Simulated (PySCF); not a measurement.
**C₃H₆OS, SMILES `C=CS(C)=O`: what the electrons do**

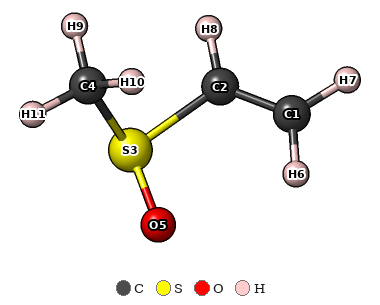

The molecule, with its atoms numbered as below. No frequency check shows the geometry to be a minimum.

Coordinates in Å:

```
C1       2.0455    0.1202    0.3556
C2       1.0727    0.6258   -0.3690
S3      -0.5139   -0.2570   -0.5059
C4      -1.4244    1.0151    0.4932
O5      -0.3942   -1.4368    0.3486
H6       1.8784   -0.8087    0.8802
H7       3.0115    0.5840    0.4648
H8       1.1275    1.5330   -0.9470
H9      -1.4110    1.9542   -0.0471
H10     -0.9487    1.1134    1.4624
H11     -2.4443    0.6650    0.6133
```

### 1. Bonding charge

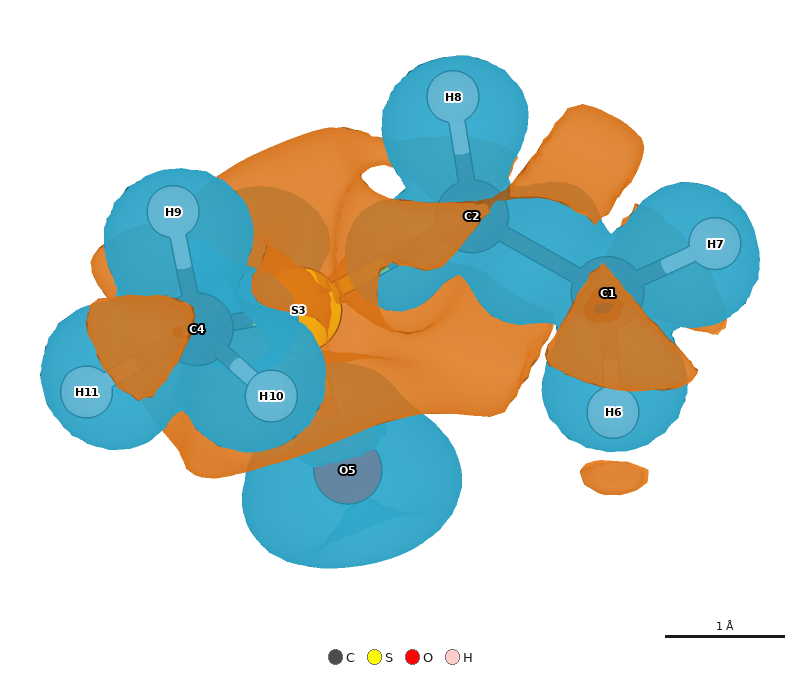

Deformation density (molecule less spherical, spin-averaged free atoms at the same positions), surfaces at ±0.05 e/Å³; light blue: gain, orange: loss.

Computed with PySCF, ωB97X/def2-SVP, geometry: GFN2-xTB.

Question: Describe the bonding that the map shows.

Answer: The five largest and four smallest: C1–H6: +0.76 e/Å³ at the bond critical point (bond length 1.08 Å, Mayer order 0.9). C1–H7: +0.73 e/Å³ at the bond critical point (bond length 1.08 Å, Mayer order 1.0). C2–H8: +0.73 e/Å³ at the bond critical point (bond length 1.08 Å, Mayer order 0.9). C4–H10: +0.72 e/Å³ at the bond critical point (bond length 1.08 Å, Mayer order 1.0). C1–C2: +0.72 e/Å³ at the bond critical point (bond length 1.31 Å, Mayer order 2.0). C4–H9: +0.70 e/Å³ at the bond critical point (bond length 1.08 Å, Mayer order 1.0). C2–S3: +0.33 e/Å³ at the bond critical point (bond length 1.82 Å, Mayer order 0.9). S3–C4: +0.29 e/Å³ at the bond critical point (bond length 1.86 Å, Mayer order 0.9). S3–O5: +0.11 e/Å³ at the bond critical point (bond length 1.46 Å, Mayer order 1.6); up to 0.6 Å beside the axis the gain reaches +0.30 e/Å³. In all, 2.7 electrons gather in the regions of gain relative to the promolecule. A small or negative value marks a very polar bond, one between electron-rich atoms, whose free-atom densities already overlap strongly, a long bond to a heavier atom, or a closed-shell contact such as a hydrogen bond.

Question: Where do the Hirshfeld charges lie?

Answer: The highest Hirshfeld charge is on S3 (+0.37 e), the lowest on O5 (−0.37 e).

### 2. Bond critical points

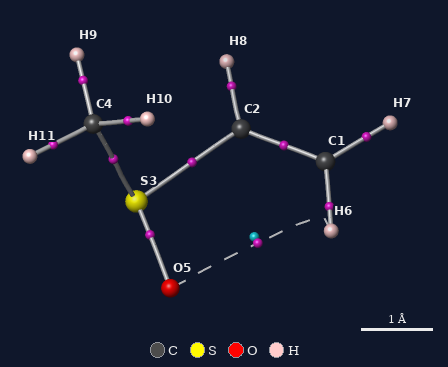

Molecular graph of the electron density (QTAIM): bond paths, bond critical points (magenta), ring points (cyan, if any); weak paths are dashed.

Question: How many critical points of each kind are there, and does the count close?

Answer: 11 nuclei, 11 bond, 1 ring and 0 cage critical points: 11 − 11 + 1 − 0 = 1, as the Poincaré–Hopf relation requires.

Question: Tabulate density, Laplacian, ellipticity and energy density at the bond critical points (atomic units).

Answer:
```tsv
bond	length (Å)	ρ (a.u.)	∇²ρ (a.u.)	ε	H (a.u.)
C1–C2	1.314	0.347	−0.93	0.40	−0.382
C1–H6	1.080	0.285	−1.13	0.01	−0.318
C1–H7	1.077	0.283	−1.10	0.00	−0.313
C2–H8	1.077	0.283	−1.09	0.02	−0.312
C4–H10	1.084	0.280	−1.07	0.00	−0.308
C4–H11	1.085	0.280	−1.06	0.00	−0.306
C4–H9	1.084	0.279	−1.04	0.00	−0.304
S3–O5	1.462	0.274	+1.32	0.01	−0.279
C2–S3	1.821	0.192	−0.38	0.10	−0.142
S3–C4	1.856	0.178	−0.32	0.06	−0.122
O5–H6	2.417	0.014	+0.06	2.72	+0.002
```

Question: What kind of interaction is C2–H8?

Answer: Shared-shell (covalent): ρ = 0.283, ∇²ρ = −1.09, H = −0.312 a.u.

Question: Are there bond paths between atoms that aren't covalently bonded?

Answer: Yes: O5–H6 (2.42 Å, ρ = 0.014).

### 3. Electrostatic potential

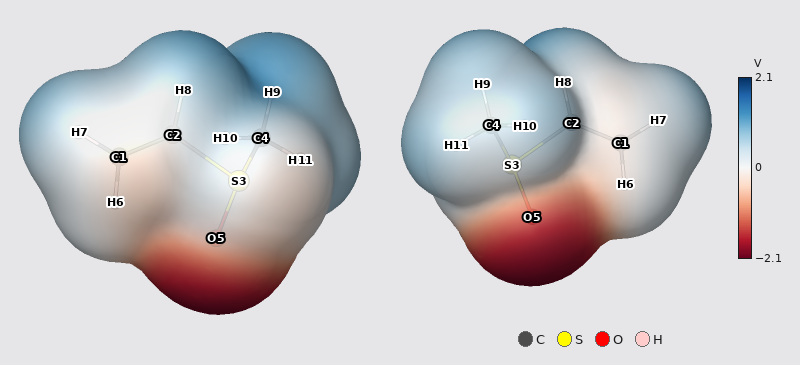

Electrostatic potential on the surface of electron density 0.001 a.u. (back view left, front view right).

Question: Where are the extremes of the potential on the surface?

Answer: Highest: 1.27 V, about equally far (1.7 Å) from H8 and H9. Further maxima include 0.83 V, 1.3 Å from H7; 0.76 V, 1.3 Å from H11. Lowest: −2.04 V, 1.7 Å from O5. The surface is sampled at points, so like sites can differ by a few per cent and only the strongest of them is named.

### 4. In an electric field

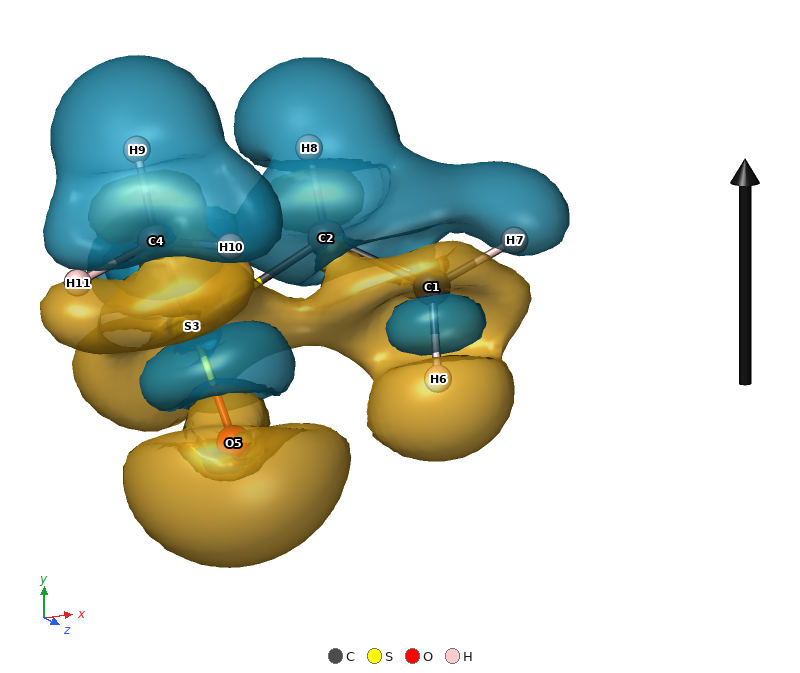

Change of the electron density in a uniform field of 0.10 V/Å along +y (arrow), surfaces at ±0.0005 e/Å³ (yellow: gain, teal: loss).

PySCF calculation, r2SCAN/def2-TZVP, gas phase; geometry: GFN2-xTB. A basis without diffuse functions makes polarisabilities too small.

The field was applied in both directions; the picture shows the one opposite to the script's first.

Question: What dipole is induced, and what polarisability does it imply?

Answer: The induced dipole is 0.29 D (along the field); α along this axis, from the fields in both directions, is 57 bohr³ (8.5 Å³).

### 5. Localised orbitals

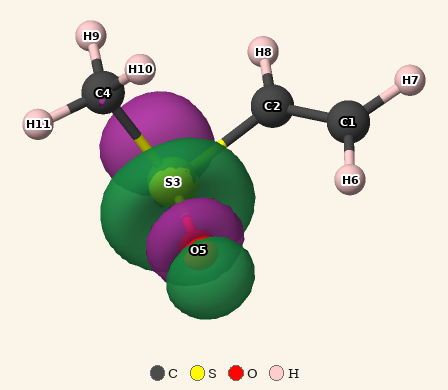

Intrinsic bond orbitals (IBO), occupied and valence-virtual; each surface holds about 80 % of the orbital's density. Energies are diagonal elements of the Fock matrix.

Level of theory: M06-2X/def2-SVP (PySCF), at a geometry from GFN2-xTB.

Question: What does this orbital represent?

Answer: σ* orbital S3–O5 (S3 60 %, O5 39 %; 8.4 eV).

The PySCF runs shown took 16 s, 3.4 min and 27 s on 1 thread of Arm Neoverse V1, on a shared host.
